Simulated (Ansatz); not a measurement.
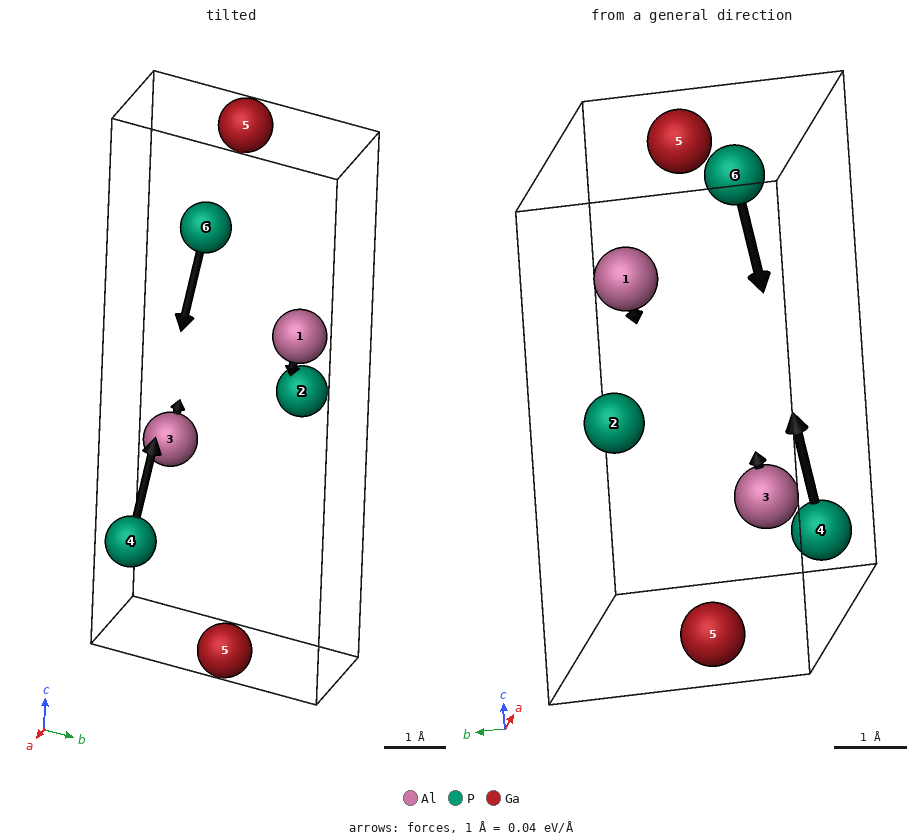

Spheres-only drawing of the structure, looking slightly off an axis and from a general direction. The cell (the run's own, in a reduced setting) is outlined; an atom on or near a face, edge or corner is repeated at each equivalent position. The arrows are the computed forces on the atoms.

System: Al$_{2}$GaP$_{3}$. Results below were computed with DFT, HSE06, plane waves, PAW (Ansatz 0.2.0); the settings were plane waves up to 420 eV, k-points about 0.57 Å⁻¹ apart, no spin polarisation.

Are the forces small enough to call this converged?

Answer. No. The atoms still feel forces of up to about 0.057 eV/Å, above a usual threshold of 0.01 to 0.03 eV/Å.

On which atom is the force largest?

Answer. P4 and P6, about 0.057 eV/Å.

The cell started as a structure type filled with these elements by a generator (whether the compound takes this form wasn't checked). Earlier steps of the study, as a rule a relaxation of our own, may have changed the cell and positions, so they can lie some per cent off the listed ones. Ansatz was used for an electronic-structure calculation on it.
